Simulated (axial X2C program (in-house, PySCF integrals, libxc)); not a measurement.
**TiNa⁺: properties at the nuclei**

Aim: properties at the nuclei of TiNa⁺, with spin–orbit coupling in the Hamiltonian from the start.

Computed with an in-house X2C program for linear molecules on PySCF integrals. Level: two-component X2C with atomic mean-field terms, Ti dyall-cv3z, Na dyall-cv3z.

All values are calculated.

### Step 1. Input

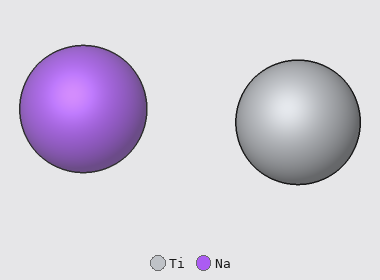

The two atoms at 2.910 Å (titanium light grey, sodium purple).

task.json reads:

```json
{"zs": [22, 11], "q": 1, "bas": ["dyall-cv3z", "dyall-cv3z"], "r0": 2.91, "levels": ["PBE0", "HF", "BP86", "PBE", "B3LYP"], "nst": 3}
```

Keys: zs atomic numbers; q charge; bas basis sets; r0 starting distance in Å; levels methods (HF also brings MP2); nst determinants followed.

On the command line:

```sh
python soeom.py task.json out
```

Nuclei are Gaussian, cores are contracted, and the Gaunt term is on.

### Step 2. Expectation values, lowest determinant

R = 3.298 Å. State: Ω = 3 (excess of +ω over −ω: ω = 1/2, ω = 5/2).

Output of the PBE0 run:

```text
two-component X2C + atomic mean field  PBE0
basis functions 188  fitting functions 977  grid points 5088
iter        total energy     max residual
   1      -1015.555909604     8.93e-05
   2      -1015.555909821     7.08e-05
   3      -1015.555909958     3.24e-05
   4      -1015.555909998     1.73e-05
   5      -1015.555910012     1.29e-05
   6      -1015.555910017     7.49e-06
converged
one-electron -1468.21829168  Coulomb 470.39716166  exact exchange -13.81341933  xc functional -42.54399532  nuclear repulsion 38.82986205  atomic mean-field constant -0.20722740
```

The highest occupied spinor is 53% Ti s, 22% Na s, 13% Na p.

| level | Eeff magnitude (GV/cm) | Ws magnitude Ti (kHz) | A∥/gI Ti (MHz) | qzz Ti (a.u.) | A∥/gI Na (MHz) | qzz Na (a.u.) |
| --- | --- | --- | --- | --- | --- | --- |
| PBE0 | 0.11 | 0.0156 | 197 | -0.11 | -17 | -0.09 |
| HF | 0.385 | 0.0522 | 249 | -0.22 | -35.4 | -0.10 |
| BP86 | 0.0561 | 0.0089 | 229 | -0.17 | -13.3 | -0.09 |
| PBE | 0.0213 | 0.00432 | 234 | -0.19 | -12.4 | -0.09 |
| B3LYP | 0.0532 | 0.00781 | 177 | -0.09 | -11.8 | -0.09 |

Eeff is the effective electric field on the electron dipole moment in this Ω state and Ws the scalar–pseudoscalar constant (defined with the proton number Z and per Ω); A∥ is the parallel hyperfine constant, which follows by multiplying with the nuclear g factor gI = μI/(I μN); qzz is the electric field gradient, eQq0 = 234.96 MHz × Q/barn × qzz. The operators were transformed with the bare-nucleus X2C matrices.

### Step 3. Expectation values, a higher determinant

R = 3.298 Å. State: Ω = 1 (excess of +ω over −ω: ω = -1/2, ω = 3/2), 0.03 eV above the lowest in the PBE0 search for states (made at or near this distance, with looser thresholds).

Output of the PBE0 run:

```text
two-component X2C + atomic mean field  PBE0
basis functions 188  fitting functions 977  grid points 5088
iter        total energy     max residual
   1      -1015.554865924     6.65e-05
   2      -1015.554865954     6.86e-05
   3      -1015.554866006     1.85e-05
   4      -1015.554866026     1.31e-05
   5      -1015.554866039     1.44e-05
   6      -1015.554866043     7.41e-06
converged
one-electron -1468.21208932  Coulomb 470.40114279  exact exchange -13.81342438  xc functional -42.55312977  nuclear repulsion 38.82986205  atomic mean-field constant -0.20722740
```

The highest occupied spinor is 59% Ti s, 21% Na s, 13% Na p.

| level | Eeff magnitude (GV/cm) | Ws magnitude Ti (kHz) | A∥/gI Ti (MHz) | qzz Ti (a.u.) | A∥/gI Na (MHz) | qzz Na (a.u.) |
| --- | --- | --- | --- | --- | --- | --- |
| PBE0 | 0.0579 | 0.0257 | 142 | -1.17 | -33.9 | -0.08 |
| HF | 0.335 | 0.138 | 437 | -1.20 | -102 | -0.09 |
| BP86 | 0.0206 | 0.00679 | -131 | -1.33 | -2.81 | -0.07 |
| PBE | 0.0456 | 0.0181 | -40.4 | -1.32 | -20.5 | -0.08 |
| B3LYP | 0.0142 | 0.00738 | 83.3 | -1.21 | -20.7 | -0.07 |

### Step 4. Expectation values, a higher determinant

R = 3.298 Å. State: Ω = 2 (excess of +ω over −ω: ω = 1/2, ω = 3/2), 0.13 eV above the lowest in the PBE0 search for states (made at or near this distance, with looser thresholds).

Output of the PBE0 run:

```text
two-component X2C + atomic mean field  PBE0
basis functions 188  fitting functions 977  grid points 5088
iter        total energy     max residual
   1      -1015.551299496     5.51e-05
   2      -1015.551299503     5.47e-05
   3      -1015.551299521     1.41e-05
   4      -1015.551299524     8.80e-06
converged
one-electron -1468.46220644  Coulomb 470.64479553  exact exchange -13.81328655  xc functional -42.54323670  nuclear repulsion 38.82986205  atomic mean-field constant -0.20722740
```

The highest occupied spinor is 47% Ti s, 22% Na s, 12% Na p.

| level | Eeff magnitude (GV/cm) | Ws magnitude Ti (kHz) | A∥/gI Ti (MHz) | qzz Ti (a.u.) | A∥/gI Na (MHz) | qzz Na (a.u.) |
| --- | --- | --- | --- | --- | --- | --- |
| PBE0 | 0.114 | 0.0251 | 146 | 0.36 | 31.1 | -0.09 |
| HF | 0.429 | 0.0871 | 61.5 | 0.27 | 58.3 | -0.10 |
| BP86 | 0.0462 | 0.0124 | 54.3 | 0.18 | 30.6 | -0.08 |
| PBE | 0.0398 | 0.0111 | 74.9 | 0.18 | 31.5 | -0.08 |
| B3LYP | 0.0425 | 0.00913 | 290 | 0.37 | 14.3 | -0.09 |

### Step 5. Outcome

| quantity | value |
| --- | --- |
| lowest determinant | Ω = 3 (excess of +ω over −ω: ω = 1/2, ω = 5/2) |
| Eeff magnitude (GV/cm), PBE0 | 0.11 |
| Ws magnitude Ti (kHz), PBE0 | 0.0156 |
| A∥/gI Ti (MHz), PBE0 | 197 |
| qzz Ti (a.u.), PBE0 | -0.11 |
| higher determinant | Ω = 1 (excess of +ω over −ω: ω = -1/2, ω = 3/2) |
| Eeff magnitude (GV/cm), PBE0, higher determinant | 0.0579 |
| Ws magnitude Ti (kHz), PBE0, higher determinant | 0.0257 |
| A∥/gI Ti (MHz), PBE0, higher determinant | 142 |
| qzz Ti (a.u.), PBE0, higher determinant | -1.17 |
| higher determinant | Ω = 2 (excess of +ω over −ω: ω = 1/2, ω = 3/2) |
| Eeff magnitude (GV/cm), PBE0, higher determinant | 0.114 |
| Ws magnitude Ti (kHz), PBE0, higher determinant | 0.0251 |
| A∥/gI Ti (MHz), PBE0, higher determinant | 146 |
| qzz Ti (a.u.), PBE0, higher determinant | 0.36 |

In the first state, the effective field runs from 0.0213 to 0.385 GV/cm over the mean-field levels, so the levels don't agree on it. The expectation values come from single determinants, which for open shells can mix terms of unlike spin or miss the lowest Ω, so a determinant need not be a state. Eeff is the effective electric field on the electron dipole moment in this Ω state and Ws the scalar–pseudoscalar constant (defined with the proton number Z and per Ω); A∥ is the parallel hyperfine constant, which follows by multiplying with the nuclear g factor gI = μI/(I μN); qzz is the electric field gradient, eQq0 = 234.96 MHz × Q/barn × qzz. The operators were transformed with the bare-nucleus X2C matrices. A second determinant lies within 0.1 eV of the first, so their order is not settled at this level.
